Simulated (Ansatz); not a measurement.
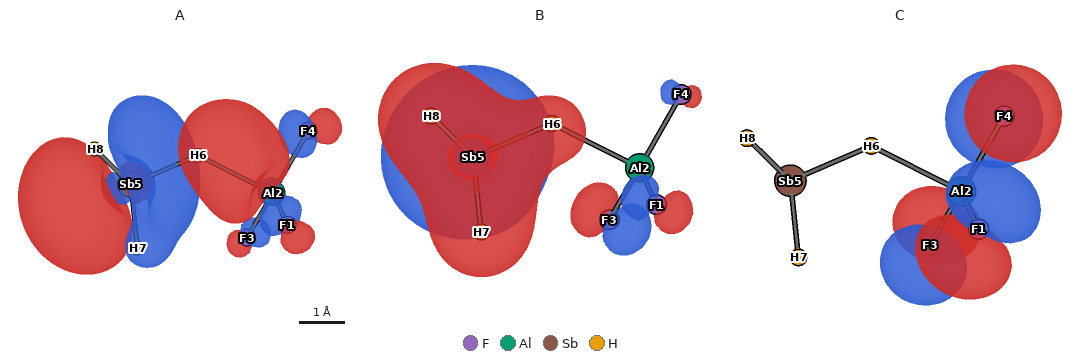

Figure. AlF3H3Sb. Three frontier orbitals at ±0.08 Å⁻³ᐟ² (red and blue are the two phases), in no order.

Core potentials replace the inner electrons of Sb.

These are results of Ansatz 0.2.0, RKS PBE/def2-SVP, not measurements.

The calculation's input:

```
crystal:
  periodic: [false, false, false]
  atoms:
    - { symbol: F, position_ang: [1.2074, 0.3366, -2.4124] }
    - { symbol: Al, position_ang: [0.0538, -0.1089, -1.3321] }
    - { symbol: F, position_ang: [0.1213, -1.6691, -0.7214] }
    - { symbol: F, position_ang: [-1.5185, 0.3952, -1.5035] }
    - { symbol: Sb, position_ang: [-0.7408, -0.0438, 1.4693] }
    - { symbol: H, position_ang: [0.4606, 0.7008, 0.0598] }
    - { symbol: H, position_ang: [0.5977, -0.8995, 2.0475] }
    - { symbol: H, position_ang: [-0.1814, 1.2887, 2.3928] }
basis:
  gaussian: { orbitals: def2-SVP }
hamiltonian:
  xc: pbe
relax:
  f_tol: 0.02
  max_steps: 40
scf:
  lower_state_search: "off"
output:
  orbitals: {}
```

Command:

```sh
ansatz run input.yaml --threads 2 --pin off --max-ram 3072MiB --backend cpu --events-out ev --progress --plain --runs-dir out
```

The fields are those of the relaxed geometry.

Which picture is the HOMO−1, the HOMO and the LUMO?

Answer. C is the HOMO−1 (−8.51 eV). Its weight (Hirshfeld) is mainly on F1 (about 35 %), F4 (about 35 %) and F3 (about 20 %); largely a combination of lone pairs on F1, F4 and F3. B is the HOMO (−7.62 eV). By Hirshfeld shares it lies mainly on Sb5 (about 70 %), H8 (about 15 %) and H7 (about 10 %). A is the LUMO (−2.97 eV). Its weight (Hirshfeld) is mainly on Sb5 (about 60 %), Al2 (about 15 %) and H6 (about 15 %).

What is the HOMO–LUMO gap?

Answer. 4.65 eV between the orbital energies.
